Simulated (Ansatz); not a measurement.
# GaH5S: molecular dynamics, part 2 of 2

The plan is to let a guess near a reaction's saddle point go and see which way it falls. Runs: 150 steps of 0.5 fs at constant energy, with velocities drawn for 1000 K; 150 steps of 0.5 fs at constant energy, with velocities drawn for 100 K. Reaction type: exchange4.

Ansatz 0.2.0; UHF/def2-SVP.

## Step 6: Run 2

150 steps of 0.5 fs at constant energy, with velocities drawn for 100 K.

input.yaml

```yaml
crystal:
  periodic: [false, false, false]
  atoms:
    - { symbol: Ga, position_ang: [-0.5928, -0.7543, 0.3018] }
    - { symbol: S, position_ang: [-0.0957, 1.5119, -0.9771] }
    - { symbol: H, position_ang: [-1.33, -1.8864, -0.4695] }
    - { symbol: H, position_ang: [-0.6509, -0.516, 1.8446] }
    - { symbol: H, position_ang: [1.105, 0.2173, -0.6358] }
    - { symbol: H, position_ang: [1.3472, -0.6524, -0.2513] }
    - { symbol: H, position_ang: [0.2173, 2.0798, 0.1873] }
magnetization:
  spin_polarized: true
basis:
  gaussian: { orbitals: def2-SVP }
hamiltonian:
  xc: hf
md:
  timestep: 0.5
  n_steps: 150
  ensemble: nve
  temperature: 100.0
  initial_velocities: maxwell_boltzmann
  seed: 855154
```

Launch:

```console
$ ansatz run input.yaml --threads 1 --pin off --max-ram 2048MiB --backend cpu --events-out ev --progress --plain --runs-dir out
```

Output (excerpt; [...] marks lines left out):

```text
Warning: RAYON_NUM_THREADS=1 ignored (pool sized by the plan → 1); use --threads N
[...]
Functional definition: HF
[...]
786 factors; integrals over basis functions are off by at most 3.7e-4 eV
[...]
mean field -63218.43855255 eV, -2323.2347658096 hartree, gradient 1.3e-5 eV, S^2 0.000000; 0 other end points of the search recorded, 0 dependent functions left out
[...]
reference -63218.43855255 eV, -2323.2347658096 hartree; 26, 26 occupied and 49, 49 virtual orbitals, 786 factors
md step     0: t =     0.00 fs  T =   100.0 K  F+E_penalty+E_count = -63218.43855255 eV  E_kin = 0.064630 eV  conserved = -63218.37392255 eV  (35 SCF iters)
[...]
md step    19: t =     9.50 fs  T =   823.3 K  F+E_penalty+E_count = -63218.90724744 eV  E_kin = 0.532115 eV  conserved = -63218.37513287 eV  (26 SCF iters)
[...]
md step    38: t =    19.00 fs  T =  1690.1 K  F+E_penalty+E_count = -63219.46531194 eV  E_kin = 1.092319 eV  conserved = -63218.37299274 eV  (27 SCF iters)
[...]
md step    57: t =    28.50 fs  T =  2499.0 K  F+E_penalty+E_count = -63219.99425024 eV  E_kin = 1.615134 eV  conserved = -63218.37911628 eV  (25 SCF iters)
[...]
md step    74: t =    37.00 fs  T =  2737.1 K  F+E_penalty+E_count = -63220.13987181 eV  E_kin = 1.768964 eV  conserved = -63218.37090820 eV  (25 SCF iters)
md step    75: t =    37.50 fs  T =  2782.8 K  F+E_penalty+E_count = -63220.17135685 eV  E_kin = 1.798541 eV  conserved = -63218.37281625 eV  (25 SCF iters)
```

## Step 7: The log goes on: dynamics from the start

Output, continued (excerpt; [...] marks lines left out):

```text
md step    76: t =    38.00 fs  T =  2893.1 K  F+E_penalty+E_count = -63220.24733115 eV  E_kin = 1.869834 eV  conserved = -63218.37749696 eV  (24 SCF iters)
[...]
md step    94: t =    47.00 fs  T =  2380.6 K  F+E_penalty+E_count = -63219.91372901 eV  E_kin = 1.538577 eV  conserved = -63218.37515189 eV  (25 SCF iters)
[...]
md step   112: t =    56.00 fs  T =  1617.7 K  F+E_penalty+E_count = -63219.41860509 eV  E_kin = 1.045538 eV  conserved = -63218.37306674 eV  (25 SCF iters)
[...]
md step   130: t =    65.00 fs  T =  2799.3 K  F+E_penalty+E_count = -63220.18882696 eV  E_kin = 1.809195 eV  conserved = -63218.37963216 eV  (23 SCF iters)
[...]
md step   148: t =    74.00 fs  T =  2700.3 K  F+E_penalty+E_count = -63220.11691112 eV  E_kin = 1.745216 eV  conserved = -63218.37169524 eV  (25 SCF iters)
[...]
md step   149: t =    74.50 fs  T =  2763.4 K  F+E_penalty+E_count = -63220.16229569 eV  E_kin = 1.786000 eV  conserved = -63218.37629545 eV  (25 SCF iters)
[...]
md step   150: t =    75.00 fs  T =  2820.3 K  F+E_penalty+E_count = -63220.20202383 eV  E_kin = 1.822760 eV  conserved = -63218.37926398 eV  (31 SCF iters)
Total energy: -63220.20202383 eV, -2323.2995721839 hartree
Atom 0 at    -0.558273    -0.594588     0.210483 Å, force     0.597373     0.758639     0.005225 eV/Å
Atom 1 at    -0.412294     1.470921    -0.858119 Å, force    -0.119097    -1.044720     0.679709 eV/Å
Atom 2 at    -0.755127    -1.994051    -0.492174 Å, force    -0.171120     0.403686    -0.196540 eV/Å
Atom 3 at    -0.186090    -0.560110     1.755594 Å, force    -0.203625     0.098223    -0.235527 eV/Å
Atom 4 at     4.749538    -5.353466     1.038323 Å, force     0.149709    -0.821466     0.525972 eV/Å
Atom 5 at     4.639235    -4.751143     0.653088 Å, force    -0.149502     0.821403    -0.526074 eV/Å
Atom 6 at    -0.077750     2.157201     0.252575 Å, force    -0.103737    -0.215764    -0.252765 eV/Å
Dipole moment:    -0.050935    -0.173127     0.239133 e Å
```

Run time: 3.7 min. Hardware: 1 thread of Arm Neoverse V2, shared host; peak memory 0.19 GiB.

## Step 8: What the atoms did

The trajectory, every 8 steps (energies from step 0):

```
time (fs)  T (K)  potential energy change (meV/atom)  total energy change (meV/atom)  Ga1–H6 (Å)  H5–S2 (Å)  Ga1–S2 (Å)
      0.0    100                                 0.0                            0.00        2.02       1.80        2.65
      4.0    319                               -20.4                           -0.20        2.06       1.86        2.66
      8.0    685                               -54.4                           -0.42        2.12       2.03        2.66
     12.0   1108                               -93.2                           -0.06        2.23       2.24        2.65
     16.0   1639                              -142.7                           -0.62        2.31       2.62        2.63
     20.0   1902                              -166.6                           -0.26        2.49       2.95        2.60
     24.0   2250                              -199.3                           -0.73        2.66       3.39        2.54
     28.0   2479                              -220.3                           -0.67        2.89       3.80        2.47
     32.0   2664                              -237.1                           -0.36        3.12       4.25        2.39
     36.0   2878                              -257.1                           -0.68        3.40       4.67        2.29
     40.0   2796                              -248.9                           -0.01        3.65       5.11        2.19
     44.0   2620                              -232.6                            0.13        3.99       5.50        2.10
     48.0   2137                              -187.9                            0.16        4.24       5.96        2.02
     52.0   1725                              -149.6                            0.37        4.63       6.32        1.97
     56.0   1618                              -140.0                            0.12        4.88       6.81        1.96
     60.0   2102                              -185.3                           -0.51        5.29       7.18        1.99
     64.0   2605                              -231.5                           -0.29        5.59       7.66        2.06
     68.0   3003                              -268.8                           -0.77        5.99       8.06        2.16
     72.0   2999                              -268.4                           -0.71        6.36       8.48        2.26
     75.0   2820                              -251.9                           -0.76        6.67       8.76        2.33
```

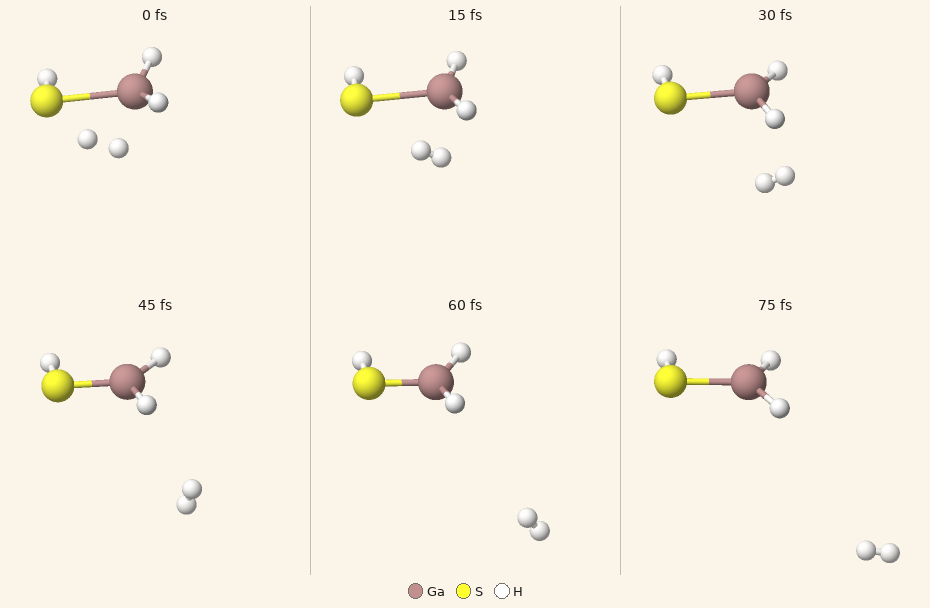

Six frames of the run, seen from a chosen angle. Sticks join atoms within a bonding distance in each frame.

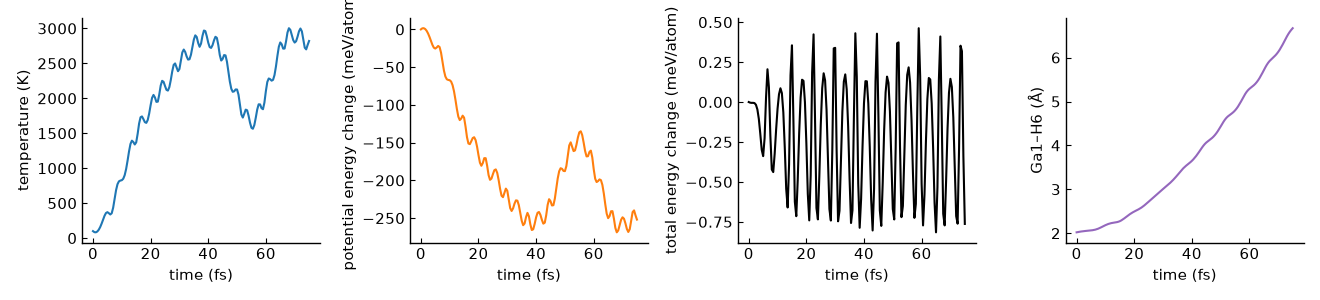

Time series of the run, each on its own scale.

Bonds that form or break, judged by distance (formed within 1.15 times the sum of covalent radii and held on average over 12 fs, broken when stretched by half; pairs already stretched at the start don't count as bonds):

```
time (fs)    bond  event
      4.0   H5–H6  forms
     25.0  Ga1–S2  forms
```

## Step 9: Positions and forces

Extended XYZ, with forces in eV/Å:

```xyz
7
time_fs=9.5 T=823 dE=-0.4687
Ga   -0.594   -0.756    0.302   -0.066    1.971   -0.761
S    -0.101    1.524   -0.977   -1.169   -1.272    0.218
H    -1.261   -1.904   -0.521    0.291    0.105    0.003
H    -0.575   -0.381    1.821    0.188   -0.253   -0.137
H     1.100   -0.113   -0.576    1.369   -1.340    0.718
H     1.507   -0.763   -0.227   -0.746    0.530   -0.426
H     0.168    2.124    0.170    0.133    0.260    0.386
7
time_fs=19.0 T=1690 dE=-1.0268
Ga   -0.595   -0.731    0.291    0.660    2.446   -1.222
S    -0.135    1.508   -0.959   -0.580   -2.016    0.758
H    -0.999   -1.906   -0.620   -0.195   -0.141   -0.002
H    -0.350   -0.436    1.784   -0.135   -0.251    0.296
H     1.589   -0.678   -0.423    0.706   -2.451    1.282
H     1.740   -1.418   -0.030   -0.478    2.397   -1.286
H     0.139    2.209    0.139    0.022    0.017    0.175
7
time_fs=28.0 T=2479 dE=-1.5420
Ga   -0.590   -0.681    0.268    1.033    1.600   -0.710
S    -0.183    1.447   -0.920   -0.398   -1.533    1.179
H    -0.836   -1.925   -0.663   -0.245    0.258    0.109
H    -0.235   -0.698    1.817   -0.347    0.062   -0.351
H     2.270   -1.372   -0.216   -0.200   -0.448    0.233
H     1.980   -1.997    0.109    0.269    0.438   -0.236
H     0.103    2.240    0.135   -0.113   -0.377   -0.224
7
time_fs=37.5 T=2783 dE=-1.7328
Ga   -0.574   -0.609    0.235    0.354    0.051   -0.447
S    -0.245    1.339   -0.857   -0.067   -0.155    0.630
H    -0.871   -1.827   -0.696   -0.168    0.033   -0.225
H    -0.345   -0.915    1.741   -0.032    0.373    0.292
H     2.923   -2.194    0.048    2.973    1.805   -0.859
H     2.362   -2.531    0.209   -2.973   -1.809    0.860
H     0.040    2.153    0.182   -0.088   -0.297   -0.252
7
time_fs=47.0 T=2381 dE=-1.4752
Ga   -0.553   -0.539    0.198   -0.944   -3.609    1.468
S    -0.310    1.226   -0.787    0.571    3.331   -1.523
H    -1.019   -1.653   -0.825    0.151   -0.089    0.167
H    -0.503   -0.831    1.743    0.166    0.206   -0.105
H     3.571   -3.014    0.316   -2.230   -0.150   -0.030
H     2.756   -3.072    0.305    2.227    0.147    0.030
H    -0.028    2.011    0.254    0.058    0.163   -0.008
7
time_fs=56.0 T=1618 dE=-0.9801
Ga   -0.543   -0.512    0.179   -1.358   -5.314    2.612
S    -0.359    1.200   -0.756    0.763    5.446   -3.188
H    -1.068   -1.577   -0.853    0.220   -0.382    0.250
H    -0.534   -0.603    1.740    0.225   -0.204    0.024
H     4.041   -3.821    0.584   -2.523    0.870   -0.662
H     3.270   -3.556    0.381    2.523   -0.872    0.661
H    -0.063    1.962    0.279    0.149    0.457    0.303
7
time_fs=65.5 T=2773 dE=-1.7314
Ga   -0.548   -0.541    0.188   -0.414   -1.726    1.030
S    -0.389    1.307   -0.791    0.211    1.890   -1.301
H    -0.949   -1.766   -0.696    0.083   -0.089    0.027
H    -0.395   -0.511    1.742    0.093   -0.190    0.098
H     4.392   -4.597    0.816    1.397   -1.454    0.978
H     3.957   -4.144    0.512   -1.397    1.454   -0.978
H    -0.067    2.048    0.264    0.028    0.116    0.145
7
time_fs=75.0 T=2820 dE=-1.7635
Ga   -0.558   -0.595    0.210    0.597    0.759    0.005
S    -0.412    1.471   -0.858   -0.119   -1.045    0.680
H    -0.755   -1.994   -0.492   -0.171    0.404   -0.197
H    -0.186   -0.560    1.756   -0.204    0.098   -0.235
H     4.750   -5.354    1.038    0.150   -0.822    0.526
H     4.639   -4.751    0.653   -0.149    0.821   -0.526
H    -0.078    2.157    0.253   -0.104   -0.216   -0.253
```

Reading of run 2. At the last frame the bonds meant to break are whole and the new ones absent: it fell back to the reactants' side (GaH3S + H2). The temperature starts at 100 K and averages 2433 K in the second half, where it ranges from 1564 to 3003 K; the start was no minimum (force components up to 1.7 eV/Å), and the potential energy that it sheds (216 meV/atom) turns into motion, which in so few atoms is no thermal temperature. The total energy strays from its start by at most 0.82 meV/atom, 0.4 % of the mean kinetic energy, so a step of 0.5 fs is short enough over this time. Bonds change: the first event comes at 4.0 fs (H5–H6 forms). By that distance rule the pieces at the end are GaH3S + H2; a long dative bond can count as broken.

## Step 10: Outcome

This closing draws on all 2 parts.

| quantity | value |
| --- | --- |
| run 1: length | 150 steps of 0.5 fs |
| run 1: temperature, first and last step | 1000 and 3104 K |
| run 1: temperature, second half | mean 2897 K, from 1735 to 3785 K |
| run 1: potential energy, second half | -176 meV/atom from this run's first step |
| run 1: largest change of the total energy | 2.27 meV/atom |
| run 1: bonds formed or broken | 2 |
| run 2: length | 150 steps of 0.5 fs |
| run 2: temperature, first and last step | 100 and 2820 K |
| run 2: temperature, second half | mean 2433 K, from 1564 to 3003 K |
| run 2: potential energy, second half | -216 meV/atom from this run's first step |
| run 2: largest change of the total energy | 0.82 meV/atom |
| run 2: bonds formed or broken | 2 |

In words: Mean temperatures of the second halves: 2897 K, 2433 K. Bonds changed in run 1, run 2. Run 1: at the last frame the bonds meant to break are whole and the new ones absent: it fell back to the reactants' side (GaH3S + H2). Run 2: at the last frame the bonds meant to break are whole and the new ones absent: it fell back to the reactants' side (GaH3S + H2). A run of 75 fs with 7 atoms shows the motion but fixes no equilibrium value. The nuclei move classically, without zero-point motion, which matters most for hydrogen.
